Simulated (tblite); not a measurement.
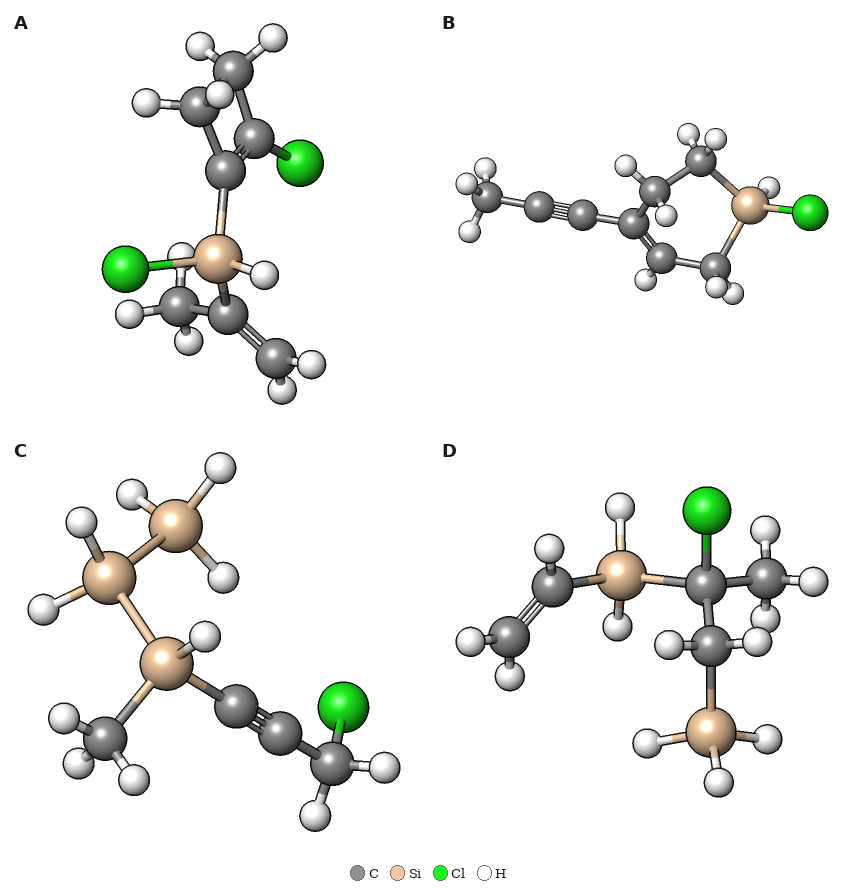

(Drawn from a calculation with tblite.)

```xyz
20
charge 0, multiplicity 1
C     2.8804   -0.5073    0.9304
C     1.9441   -0.3433    0.0051
C     2.0936    0.6790   -1.0819
Si    0.3572   -1.3730   -0.0057
Cl    0.1584   -2.2914   -1.8080
C    -1.1350   -0.2563    0.1810
C    -1.3584    0.9623    0.6922
Cl   -0.3680    2.1114    1.4679
C    -2.8195    1.0137    0.3697
C    -2.5938   -0.3974   -0.2262
H     3.7840    0.0836    0.9401
H     2.7848   -1.2352    1.7184
H     3.0424    1.2051   -1.0006
H     1.2842    1.4056   -1.0240
H     2.0378    0.2000   -2.0586
H     0.3829   -2.4111    1.0263
H    -3.4839    1.0547    1.2308
H    -3.1106    1.7805   -0.3457
H    -3.1278   -1.1953    0.2840
H    -2.7579   -0.4748   -1.2982
```

**Which picture belongs to the input above?**

A. The file holds C7H10Cl2Si, `C=C(C)[Si@H](Cl)C1=C(Cl)CC1`.
